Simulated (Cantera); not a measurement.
A closed system holds: 1 mol MgO, 0.33 mol H₂S, 2.8 mol O₂, held at 350000 Pa.

Cantera equilibrium calculation (NASA polynomials, part measured and part estimated; ideal gas, pure solids and liquids). Candidate condensed phases: H₂O, H₂SO₄, Mg, MgO, Mg(OH)₂, MgS, MgSO₄, S; 26 gas species. Mutual solubility and eutectic melting of coexisting phases are not modelled. The numbers say what is thermodynamically allowed, not how fast it happens.

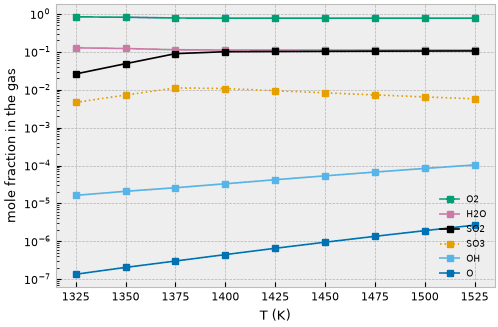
Figure: Equilibrium gas composition (values under 1e-9 drawn at 1e-9)

Q: Read off the mole fractions at 1450 K.

A: O₂ about 0.78, H₂O about 0.11, SO₂ about 0.10, SO₃ about 0.0083, OH about 5.3e-5, O about 9.5e-7.
